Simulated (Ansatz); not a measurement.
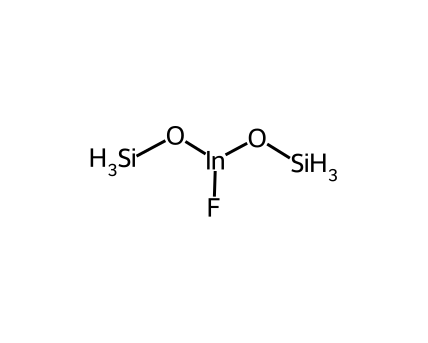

Question: Give its SMILES.

Answer: [F][In]([O][SiH3])[O][SiH3]

Question: What is the molecular formula?

Answer: FH6InO2Si2.

Question: An optimisation with PBE0-D4/def2-TZVP gave a structure of which point group?

Answer: C2v. Other conformers may differ.

The parts below concern this one geometry. Atoms keep their numbers from picture to picture. The computed structure is the end point of a PBE0-D4/def2-TZVP optimisation.

## Shape

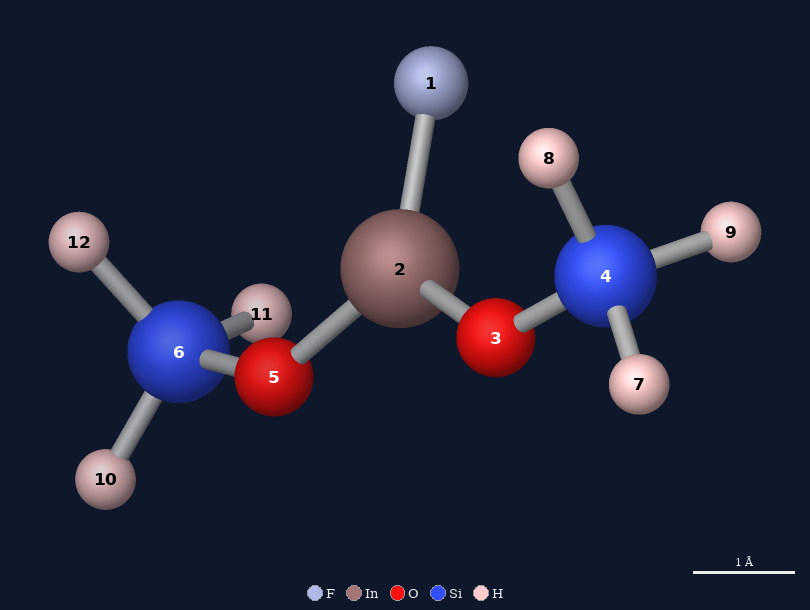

Numbered structure.

What are the angles F1–In2–O3, O3–In2–O5, In2–O3–Si4, O3–Si4–H7, O3–Si4–H8?

```
     angle  degrees
 F1–In2–O3    118.4
 O3–In2–O5    123.1
In2–O3–Si4    135.5
 O3–Si4–H7    107.8
 O3–Si4–H8    111.0
```

## Electronic properties

Properties computed with RKS HSE06 (plane-wave form)-D4/def2-TZVPP, core potentials on In (Ansatz 0.2.0).

Question: Give the dispersion correction at this level.

Answer: −21.2 kJ/mol.

Question: Give the HOMO energy (Kohn–Sham orbital) at this level.

Answer: −8.40 eV.

Question: Estimate the LUMO energy (Kohn–Sham orbital).

Answer: −3.11 eV.

## Dipole moment

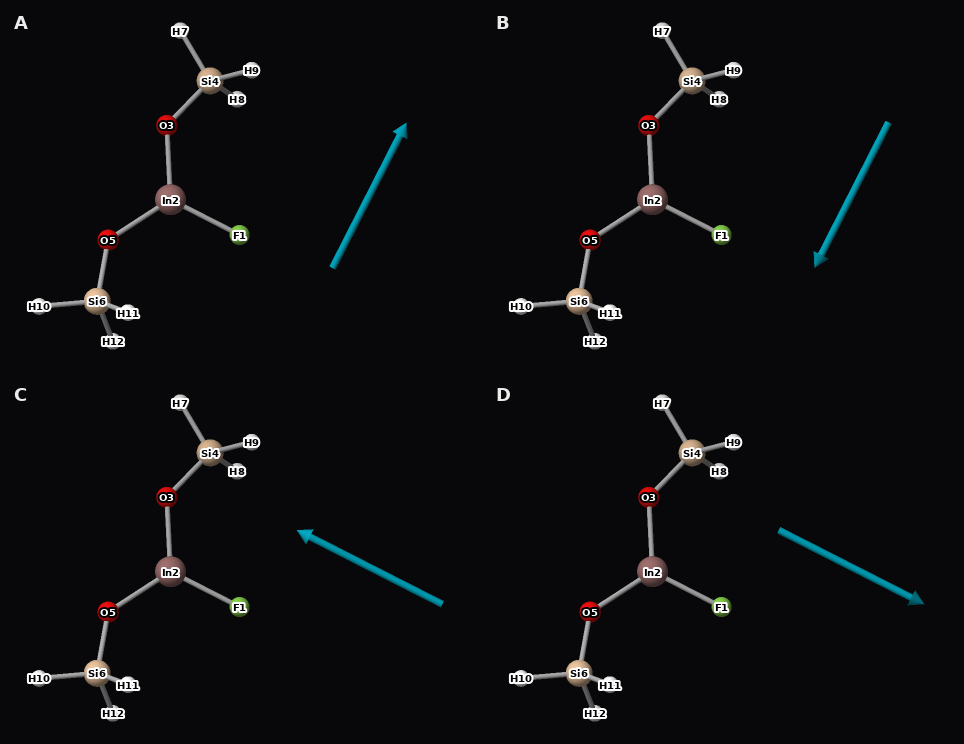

The same molecule four times, each with an arrow. Method: RKS PBE0-D4/def2-TZVP, core potentials on In (Ansatz 0.2.0).

Question: Which arrow points along the dipole moment, from the negative to the positive end?

Answer: C. The dipole moment is 0.95 D; it points from the side of F1 to the side of H7, H10 (the outermost atoms at the two ends).

## Vibrations

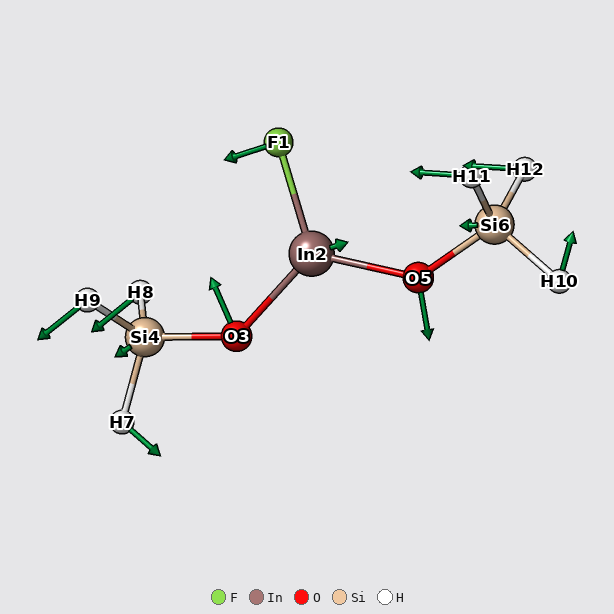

The arrows show one normal mode. Harmonic vibrations computed with RKS PBE0-D4/def2-TZVP, core potentials on In (Ansatz 0.2.0) at a stationary point of the same level.

Question: What kind of motion is it?

Answer: Mostly angle bending.

Question: At what wavenumber does it lie?

Answer: 147 cm⁻¹; it is mode 9 of 30 counted from the lowest.
